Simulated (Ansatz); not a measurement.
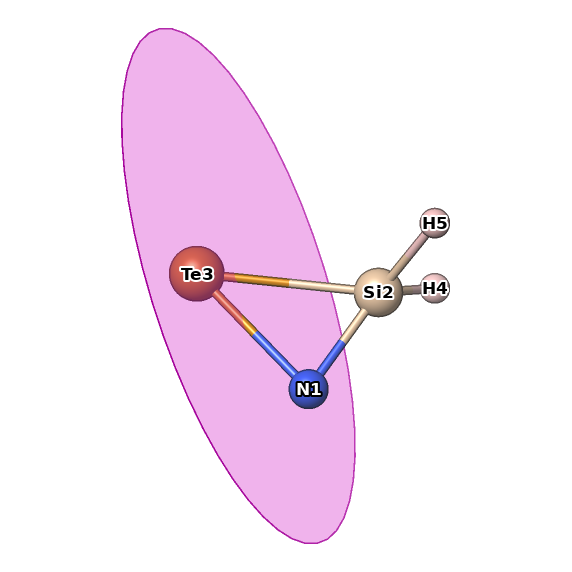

A disc through the centre of mass is drawn in. Distant atoms are faded towards the background colour. The species has charge −1 and is a spin singlet. The computed structure is the end point of a PBE-D4/def2-SVPD optimisation. No frequency run is at hand to confirm it as a minimum.

### Is the plane of the disc a mirror plane of the structure?

No. The point group is Cs, with 1 mirror plane, and this plane isn't one of its mirror planes.
